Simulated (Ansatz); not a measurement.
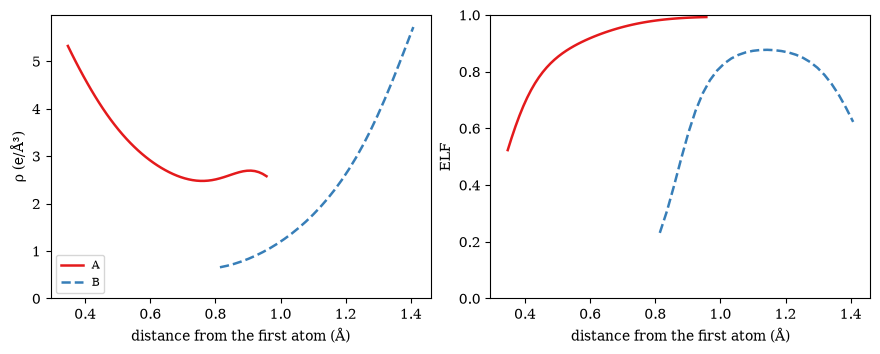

The picture shows: AlH$_{3}$O$_{2}$. Total electron density and electron localisation function along straight lines between neighbouring atoms. The curves leave out the atomic cores.

The product side of a reaction path; geometry: PBE0-D4/def2-TZVP.

All numbers below come from Ansatz, RKS PBE0-D4/def2-TZVPP.

```tsv
atom	x (Å)	y (Å)	z (Å)
Al	-1.2447	-0.6829	-0.2667
O	0.8826	-0.8691	0.2114
H	1.5049	-1.2238	-0.4314
O	-0.7651	0.9703	0.0969
H	0.9951	0.0971	0.2590
H	-1.3728	1.7083	0.1309
```

**Which curve belongs to which contact (Al–O and O–H)? The first atom named is at distance zero.**

Curve A: O–H (0.96 Å): ρ at the midpoint is about 3.8 e/Å³; the ELF climbs to about 1 towards the hydrogen, as it does in any bond to H; a covalent bond by its length. Curve B: Al–O (1.76 Å): ρ at the midpoint is about 0.78 e/Å³; the ELF peaks at about 0.90 in the valence shell of O, 0.6 Å from its nucleus, and is about 0.50 at the midpoint.
